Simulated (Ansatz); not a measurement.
**FGeH: density, localisation and related maps**

The calculation's input:

```
crystal:
  periodic: [false, false, false]
  atoms:
    - { symbol: F, position_ang: [0.67, 1.1407, 0.482] }
    - { symbol: Ge, position_ang: [-0.5644, 0.1308, -0.2918] }
    - { symbol: H, position_ang: [-0.1166, -1.3363, -0.2035] }
magnetization:
  spin_polarized: true
basis:
  gaussian: { orbitals: def2-SVP }
hamiltonian:
  xc: pbe
  dispersion: d4
relax:
  f_tol: 0.02
  max_steps: 40
output:
  orbitals: {}
```

Run with:

```sh
ansatz run input.yaml --threads 1 --pin off --max-ram 2048MiB --backend cpu --events-out ev --progress --plain --runs-dir out
```

The fields are those of the relaxed geometry.

These are results of Ansatz 0.2.0, UKS PBE-D4/def2-SVP, not measurements.

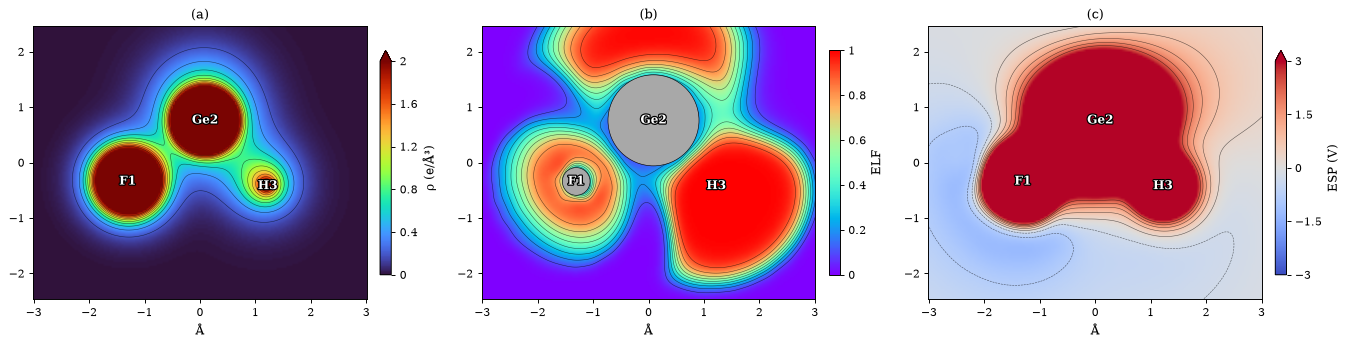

Figure 1. (a) electron density; (b) electron localisation function; (c) molecular electrostatic potential on the molecular plane. Grey discs cover the atomic cores in the ELF map.

What do the fields say about this system?

Answer.
- The plane passes through F, Ge and H nuclei.
- Ge–F (1.78 Å): ρ at the midpoint is about 0.83 e/Å³; the ELF peaks at about 0.80 in the valence shell of F, 0.5 Å from its nucleus, and is about 0.20 at the midpoint.
- Ge–H (1.63 Å): the density is about 0.88 e/Å³ at the midpoint; the ELF climbs to about 1 towards the hydrogen.
- The ELF also peaks beside F1, away from the bonds: lone-pair regions.
- Outside the dense part of the molecule the potential is most negative (−1.3 V) near F1.

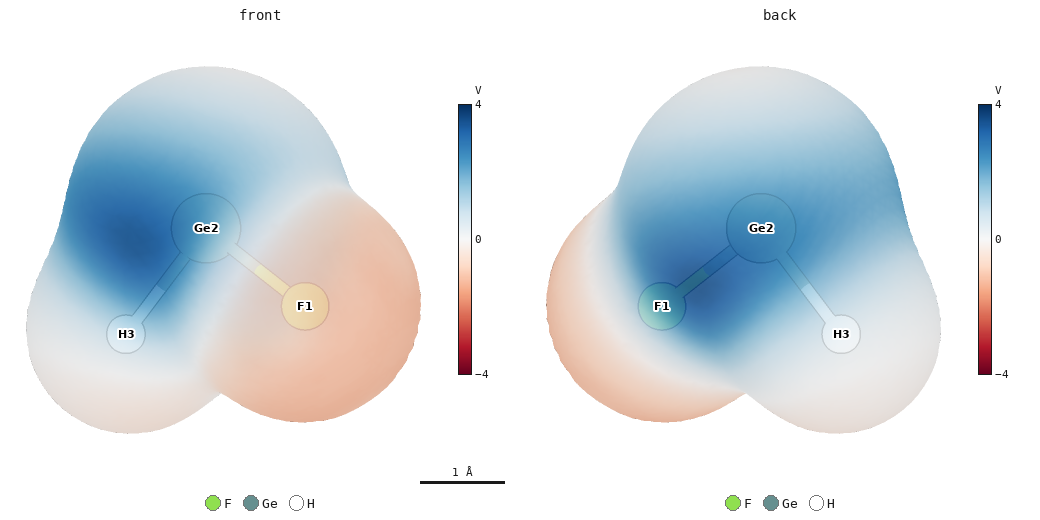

Figure 2. The molecular electrostatic potential painted on the density surface at 0.004 e/bohr³, seen from the front and from behind; red is negative and blue positive.

Which sites attract a positive test charge, and which a negative one?

Answer. A positive charge is drawn to the negative regions and a negative charge to the positive ones. The most negative region (about −1.2 V) lies over F1, the most positive (about +3.4 V) over Ge2.

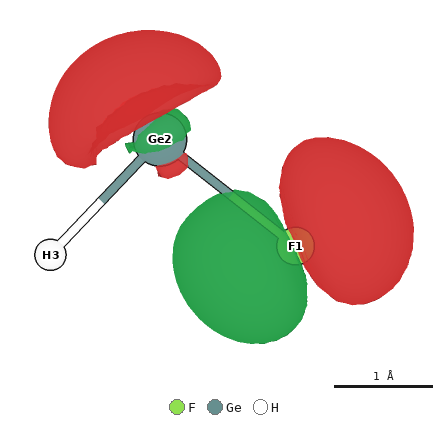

Figure 3. The HOMO−1 at ±0.15 Å⁻³ᐟ² (green and red are the two phases), seen across its widest extent.

What is the character of this orbital?

Answer. By Hirshfeld shares it lies mainly on F1 (about 75 %) and Ge2 (about 25 %); it is symmetric in the molecular plane (an in-plane orbital: σ, lone-pair or in-plane π type). Its energy is −8.89 eV.
